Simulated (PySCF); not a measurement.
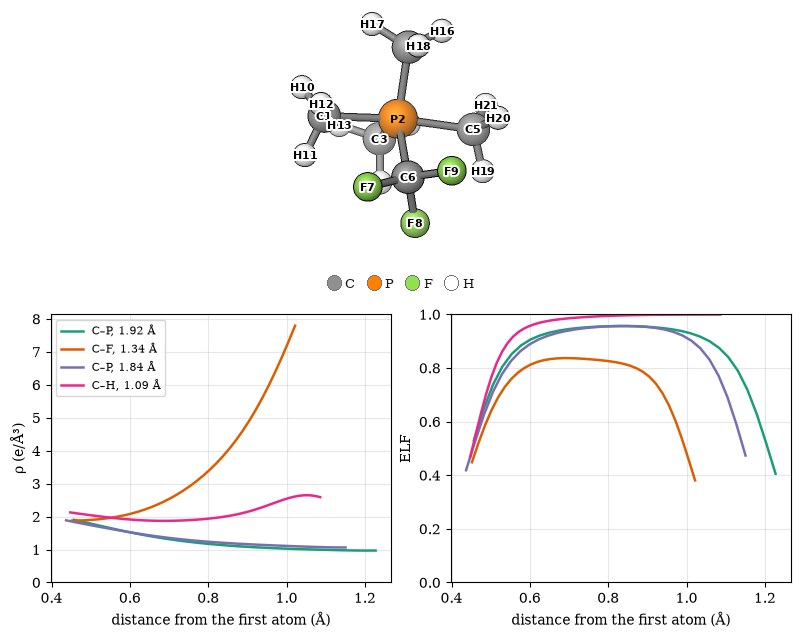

Figure. C₅H₁₂F₃P. Electron density and electron localisation function along straight lines between neighbouring atoms. The curves leave out the atomic cores. The structure is drawn too.

Geometry: GFN2-xTB.

Method: PySCF, PBE0/pcSseg-1, SCF density, gas phase, non-relativistic.

```xyz
21

C     1.6265    0.9730    0.4177
P     0.0499   -0.0783    0.0791
C     0.9877   -1.3372   -0.8822
C    -0.2437   -0.3480    1.8804
C    -1.6429   -0.8836   -0.3842
C    -0.6542    1.4999   -0.9142
F     0.0271    2.6506   -0.8302
F    -0.6612    1.1729   -2.2237
F    -1.9201    1.8112   -0.5920
H     2.3661    0.3780    0.9515
H     2.0773    1.3170   -0.5137
H     1.3978    1.8507    1.0224
H     2.0311   -1.3709   -0.5839
H     0.5270   -2.3163   -0.7896
H     0.9247   -1.0201   -1.9248
H    -0.8454   -1.2357    2.0505
H     0.6938   -0.4039    2.4254
H    -0.7999    0.5254    2.2261
H    -1.8305   -0.8531   -1.4571
H    -2.4729   -0.3867    0.1167
H    -1.6472   -1.9281   -0.0746
```

What kind of bonding do the profiles show?

C–P (1.92 Å): ρ at the midpoint is about 1 e/Å³; the ELF peaks at about 0.95 between the atoms (localised, covalent bonding).
C–F (1.34 Å): the density is about 2.4 e/Å³ at the midpoint; the ELF peaks at about 0.85 between the atoms: a polar covalent bond.
C–P (1.84 Å): ρ is about 1.2 e/Å³ halfway; the ELF peaks at about 0.95 between the atoms (a covalent bond).
C–H (1.09 Å): ρ is about 2 e/Å³ halfway; the ELF climbs to about 1 towards the hydrogen, as it does in any bond to H: a covalent bond by its length.
